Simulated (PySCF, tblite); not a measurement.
# C₄H₁₀BO₃ radical: geometry, infrared bands and EPR parameters

Wanted: the infrared bands and EPR parameters of C₄H₁₀BO₃ radical (`CCB(O)OC[CH]O`), by calculation.

Computed with tblite 0.8.0 and PySCF 2.14.0, with density-fitted response routines of our own, on a single molecule in the gas phase. Atoms are numbered from 0 throughout.

## (1) The molecule as given

18 atoms, charge 0, multiplicity 2; geometry from: force field or distance geometry start.

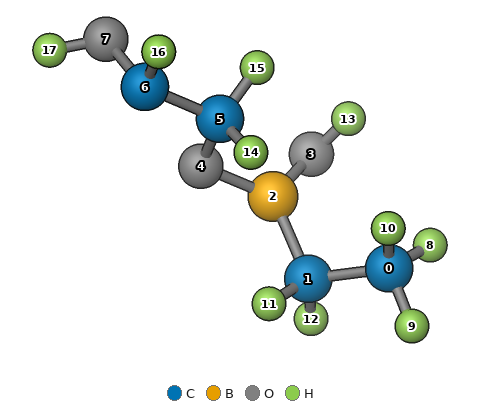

The starting geometry (carbon blue, boron amber, oxygen grey, hydrogen green), atoms numbered.

## (2) Relaxing the molecule with GFN2-xTB

What the job is given:

```
{"job": {"kind": "relax", "xc": "GFN2-xTB", "basis": "xTB"}, "charge": 0, "multiplicity": 2}
C     -2.546500     0.288200    -0.499200
C     -1.589300    -0.864000    -0.703200
B     -0.438900    -0.870900     0.430800
O     -0.806200    -1.055300     1.822600
O      0.967600    -0.741200     0.049900
C      1.317200     0.624500     0.051700
C      2.786900     0.763500    -0.339400
O      3.602700     0.128200     0.610700
H     -3.065800     0.204700     0.483700
H     -3.326200     0.268100    -1.296600
H     -2.020500     1.260700    -0.552900
H     -1.112900    -0.787400    -1.692100
H     -2.143300    -1.828300    -0.634200
H     -0.938600    -0.149100     2.183400
H      0.719800     1.207300    -0.689600
H      1.185100     1.074900     1.080000
H      3.065900     1.837700    -0.393900
H      4.334300    -0.275200     0.076700
```

Run with:

```sh
$ OMP_NUM_THREADS=1 python probes_run.py task.json out
```

One launch serves the whole session: the jobs run in the order shown.

**Question.** This job is followed by: GFN2-xTB harmonic vibrations, gas phase; UKS B3LYP, pcH-1 on B C H O, non-relativistic, mean-field spin-orbit, GIAO. Predict these results of the whole session: strongest single infrared mode (GFN2-xTB); zero-point energy (GFN2-xTB); g(iso) (B3LYP); ⟨S²⟩; largest a(iso) (averaged by class); potential on the surface of density 0.002 e/bohr³, 1st and 99th percentile.

**Answer**, as computed:

| quantity | value |
| --- | --- |
| strongest single infrared mode (GFN2-xTB) | 1195 cm⁻¹, 291 km/mol |
| zero-point energy (GFN2-xTB) | 89.6 kcal/mol |
| g(iso) (B3LYP) | 2.00294 |
| ⟨S²⟩ | 0.754 (exact 0.75) |
| largest a(iso) (averaged by class) | 13C on C6, 131.8 MHz |
| potential on the surface of density 0.002 e/bohr³, 1st and 99th percentile | -1.57 V and 2.83 V |

The optimisation took 145 steps and gained 2.110 eV; among the close pairs (by a distance rule), B2–O4 changed most, from 1.463 to 1.362 Å. All 48 modes are real, so the xTB geometry is a minimum. The strongest single mode, at 1195 cm⁻¹, is spread over many atoms; the largest shares are those of B2, H14. Unscaled tight-binding wavenumbers are off by several per cent, some by more. Its intensities can rank the bands wrongly. Most of the unpaired spin sits on C6 (0.89 e). The isotropic g lies 0.6 ppt above the free-electron value.
